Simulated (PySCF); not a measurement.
Species, as SMILES: F[SiH] (F-SiH) (closed-shell singlet).
Geometry (B3LYP-D3(BJ)/def2-TZVP, fixed):
```
Si
F 1 1.6199
H 1 1.5380 2 96.45
```

Basis-set convergence of the mean static polarisability at PBE with PySCF. All functions are spherical. Density fitting with generated auxiliary sets. In sets without p functions on hydrogen, species with hydrogen take exact integrals. No added dispersion term, no relativity. Reference: the value in aug-pcseg-3, 34.23 bohr³, itself unsure by roughly 0.4 % (its mean distance from aug-cc-pV(Q+d)Z, aug-pcseg-2, aug-cc-pV(T+d)Z). Deviations are taken from unrounded values. Cost is core time over that of pcseg-2, rough, on shared machines of one kind; a dash marks a row that isn't timed (too short, read off another run, short of memory, by another algorithm or on other hardware).

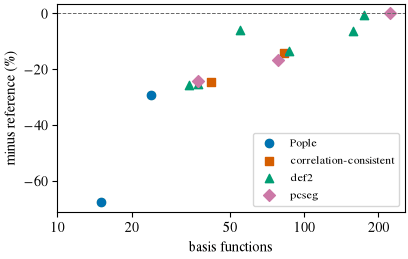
Figure. Deviation from the reference against the number of basis functions, by family of sets.

| basis | functions | mean static polarisability (bohr³) | minus reference (%) | cost |
|---|---|---|---|---|
| STO-3G | 15 | 11.04 | -67.7 | - |
| 6-31G | 24 | 24.26 | -29.1 | - |
| def2-SV(P) | 34 | 25.42 | -25.7 | - |
| def2-SVP | 37 | 25.61 | -25.2 | - |
| pcseg-1 | 37 | 25.90 | -24.3 | - |
| cc-pV(D+d)Z | 42 | 25.77 | -24.7 | - |
| def2-SVPD | 55 | 32.25 | -5.8 | 0.6× |
| pcseg-2 | 78 | 28.48 | -16.8 | 1× |
| cc-pV(T+d)Z | 83 | 29.41 | -14.1 | 1× |
| def2-TZVPP | 87 | 29.57 | -13.6 | 1× |
| def2-QZVPP | 157 | 32.11 | -6.2 | 3× |
| def2-QZVPPD | 175 | 34.08 | -0.4 | 5× |
| aug-pcseg-3 | 223 | 34.23 | 0.0 | 6× |
